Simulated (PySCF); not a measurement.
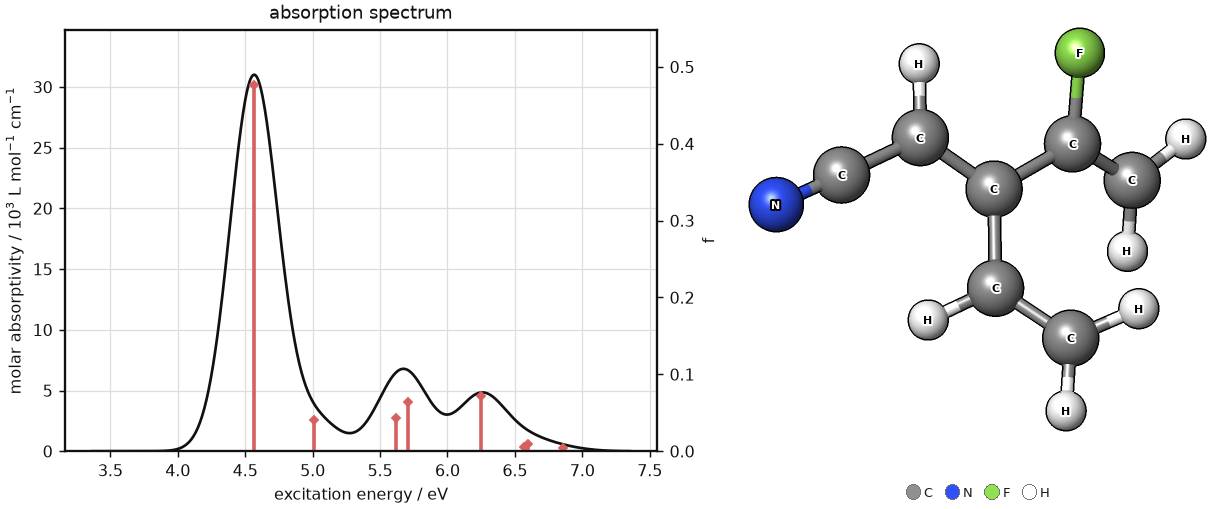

Computed absorption of C₇H₆FN, SMILES C=C/C(=C\C#N)C(=C)F. Vertical TDDFT excitations, PBE0/def2-SVPD with PySCF, at a GFN2-xTB geometry (no frequency check), gas phase. The lowest 8 singlet states are shown; each is broadened by a Gaussian of 1/e half-width 0.25 eV. Sticks give oscillator strengths (right axis).

Which of the computed transitions is the brightest, and what character does the calculation give it?

S1 at 4.57 eV (272 nm), f = 0.477, mainly HOMO → LUMO (95 %).

Where is the lowest singlet, and is it bright?

S1 lies at 4.57 eV (272 nm) with f = 0.477, mainly HOMO → LUMO (95 %); it is bright.

Known limits of this run: the tight-binding geometry is rougher than a DFT one and adds to the error; one conformer of a flexible molecule; core orbitals are frozen in the response.
